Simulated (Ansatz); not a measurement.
Dy$_{3}$Br

```
Dy Br
1.0
     4.87196    0.00000    0.00000
     0.00000    4.87196    0.00000
     0.00000    0.00000    4.87196
Dy Br
3 1
Direct
  0.50000 0.00000 0.50000
  0.00000 0.50000 0.50000
  0.50000 0.50000 0.00000
  0.00000 0.00000 0.00000
```

Space group Pm-3m; a structure generated by program, which may or may not match a known phase; computed without spin polarisation; no Hubbard U on the f states and no spin–orbit coupling.

These are results of Ansatz 0.2.0, DFT PBE, scalar-relativistic, plane waves, PAW; 4f electrons in the core of a trivalent norm-conserving potential, not measurements.

### What can the converged valence pseudo-density and electron localisation function tell about the bonding?

Dy–Br (3.44 Å): ρ is about 0.1 e/Å³ halfway; the ELF is about 0.10 at the midpoint; no localised pair shows between them.

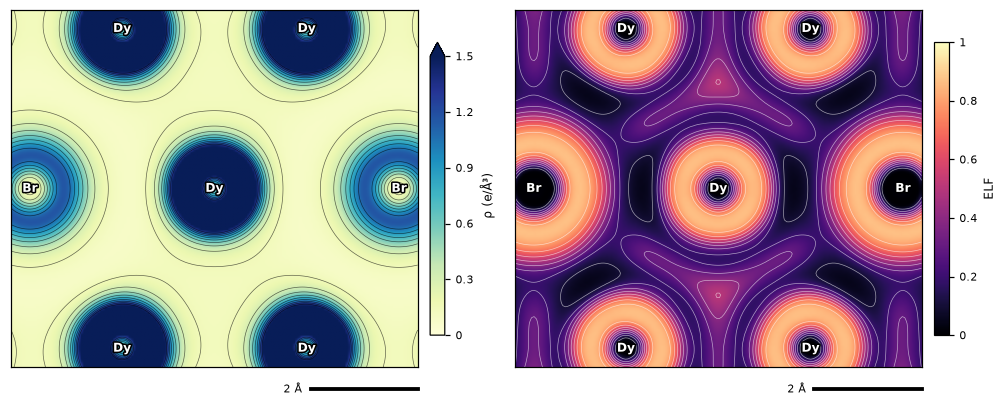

Computed valence pseudo-density and electron localisation function on the (111) plane of the conventional cell, in this order. 
